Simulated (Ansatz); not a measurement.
# Calculations on AlNH₅OF

### Relaxation

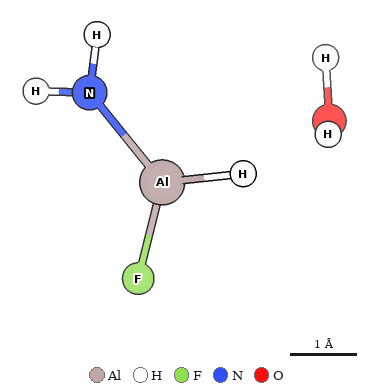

This is the input geometry for a relaxation of AlNH5OF. The picture is a ball-and-stick view, seen face on.

The run prepares an end point of a later path (reaction) calculation, from a guessed geometry.

The calculation used RKS PBE0/6-31G* (Ansatz).

Input
```yaml
crystal:
  periodic: [false, false, false]
  atoms:
    - { symbol: Al, position_ang: [-0.043114, -0.158232, -0.200182] }
    - { symbol: H, position_ang: [-0.09258, -0.244339, 1.367384] }
    - { symbol: F, position_ang: [1.415321, -0.162621, -0.984154] }
    - { symbol: "N", position_ang: [-1.548207, -0.271836, -1.11808] }
    - { symbol: H, position_ang: [-2.459809, -0.379718, -0.695179] }
    - { symbol: H, position_ang: [-1.629378, -0.219591, -2.125296] }
    - { symbol: O, position_ang: [-0.257381, 2.413543, 1.268922] }
    - { symbol: H, position_ang: [-1.194497, 2.656597, 1.261028] }
    - { symbol: H, position_ang: [-0.223455, 1.573597, 1.786756] }
basis:
  gaussian: { orbitals: "6-31G*" }
hamiltonian:
  xc: pbe0
relax:
  f_tol: 0.03
  max_steps: 50
```

Launched with:
```bash
ansatz run input.yaml --threads 1 --pin off --max-ram 2048MiB --backend cpu --events-out ev --progress --plain --runs-dir out
```

**What does the optimiser find from here?**

H8 moves most after the best rigid fit: 1.28 Å. By element the largest moves are H 1.28 Å, O 0.73 Å, N 0.66 Å, Al 0.37 Å, F 0.30 Å. Near-neighbour distances that change, for instance: Al1–H8 3.374 → 2.148 Å, Al1–O7 2.970 → 1.997 Å, Al1–N4 1.767 → 1.848 Å, O7–H8 0.968 → 1.003 Å. New bonds form, among them: Al1–O7 (2.97 → 2.00 Å). Bond angles that change, for instance: Al1–N4–H6 125.6° → 119.5°, Al1–N4–H5 123.9° → 118.3°, H8–O7–H9 104.5° → 108.6°. Over 14 geometry steps the energy falls by 0.855 eV. The largest force component goes from 0.92 to 0.012 eV/Å.

Step by step:

| step | E − E(0), eV | largest force component, eV/Å |
| --- | --- | --- |
| 0 | 0.0000 | 0.9166 |
| 1 | -0.0640 | 1.9093 |
| 2 | -0.2535 | 2.4171 |
| 3 | -0.5358 | 1.3996 |
| 4 | -0.6439 | 0.9375 |
| 5 | -0.7000 | 0.7153 |
| 6 | -0.7620 | 0.4476 |
| 7 | -0.7898 | 0.1555 |
| 8 | -0.8200 | 0.6677 |
| 9 | -0.8472 | 0.4315 |
| 10 | -0.8525 | 0.1092 |
| 11 | -0.8546 | 0.1158 |
| 12 | -0.8552 | 0.0309 |
| 13 | -0.8552 | 0.0307 |
| 14 | -0.8552 | 0.0123 |

The structure at the end:

```xyz
9

Al    0.0206    0.0221    0.1129
H     0.0399   -0.8576    1.4422
F     1.3906    0.0964   -0.8288
N    -1.6006    0.2638   -0.7400
H    -2.3676   -0.3553   -0.5006
H    -1.6213    0.4038   -1.7446
O    -0.2858    1.8808    0.7742
H    -1.1752    1.7949    0.3177
H    -0.4337    1.9585    1.7283
```

The end point in the same view:

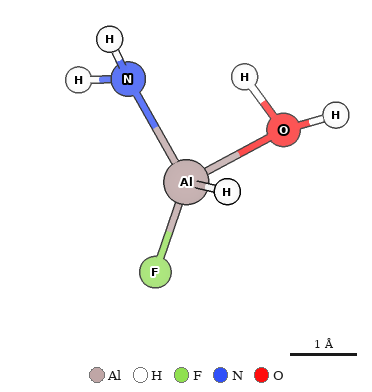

### Relaxation

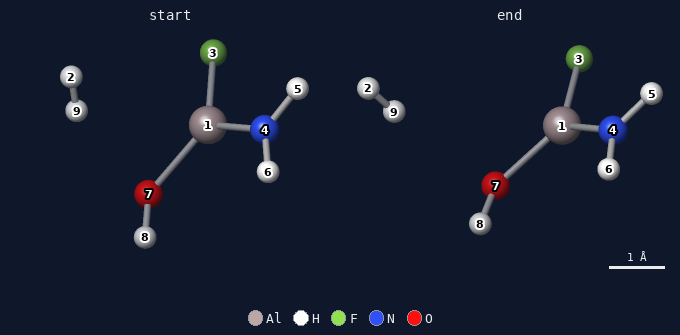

The structure of AlNH5OF before (left) and after (right) a relaxation, at one scale.

Style: ball-and-stick. Shown at a tilt.

The run prepares an end point of a later path (reaction) calculation, from a guessed geometry.

The calculation used Ansatz, RKS PBE0/6-31G*. (no spin polarisation; force threshold 0.03 eV/Å; at most 50 steps)

Describe what moved and what it gained.

The energy falls by 0.090 eV in 16 accepted moves (17 points after the start). The largest force component goes from 1.5 to 0.027 eV/Å. The line search rejected the trial step at point 13 of the run. The forces were under the threshold at step 12, but the run went on from there. The largest move after the best rigid fit is that of H2, 0.83 Å. Largest moves by element: H 0.83 Å, F 0.51 Å, Al 0.27 Å, O 0.20 Å, N 0.15 Å. Near-neighbour distances that change, for instance: Al1–O7 1.748 → 1.705 Å, H2–H9 0.712 → 0.746 Å, Al1–F3 1.645 → 1.650 Å. Among the angles between lasting bonds that change: Al1–O7–H8 118.8° → 121.5°.

Limits of the set-up: the start holds two separate molecules, 2.2 Å apart at their closest, whose relative position is a soft coordinate and is computed without a dispersion correction.

### Path

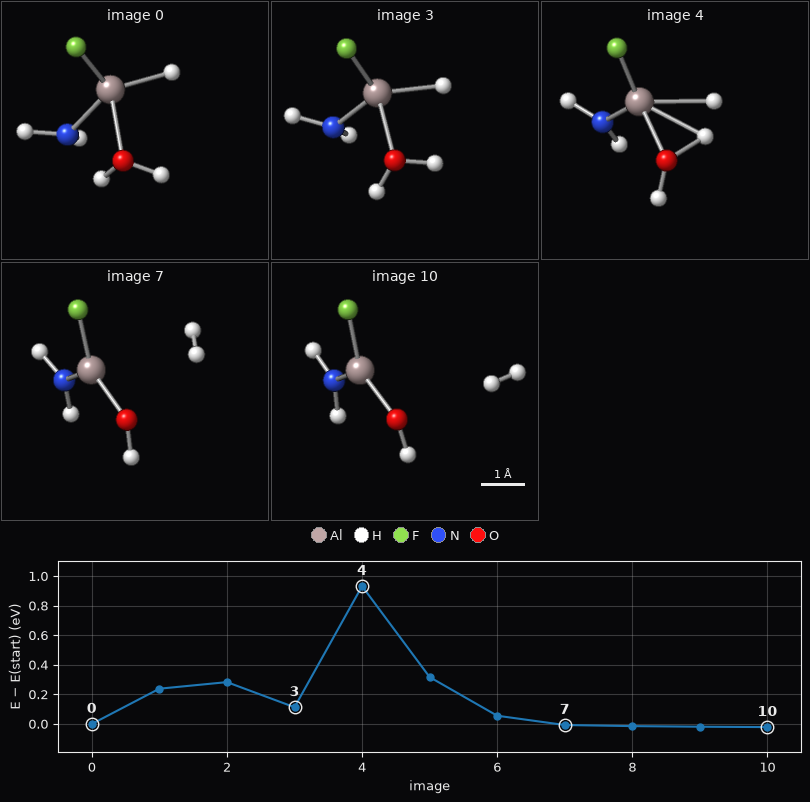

A search for the minimum-energy path of AlNH5OF by the nudged elastic band. Images are numbered from 0 (start) to 10 (end). A ball-and-stick model, seen from a free direction.

All numbers below come from RKS PBE0/6-31G* (Ansatz 0.2.0). Run with 9 movable images; climbing image; force threshold 0.05 eV/Å; iteration limit 60; starting path through a guess of the saddle point.

**Read off the barrier and say what moves.**

Forward barrier 0.93 eV, backward barrier 0.95 eV, with image 4 at the top; the reaction energy is −0.02 eV. The profile has 2 maxima (images 2, 4) with a dip at image 3 (+0.11 eV), so the process runs in steps. The path has more than one stage, and so few images may leave a stage unresolved. Breaking: Al–H (1.59 → 3.74 Å), H–O (0.97 → 2.51 Å). Forming: H–H (2.87 → 0.75 Å). The band converged in 30 iterations. The largest component of the band force went from 9.6 to 0.03 eV/Å. The climbing image converged on the top of the path. Its vibrational analysis gives one imaginary mode (1271i cm⁻¹), as a transition state must have.

The run took 5.2 min on 1 thread of AMD EPYC 9R45 96-Core Processor (Zen 5), on a shared host, peak memory 0.18 GiB.
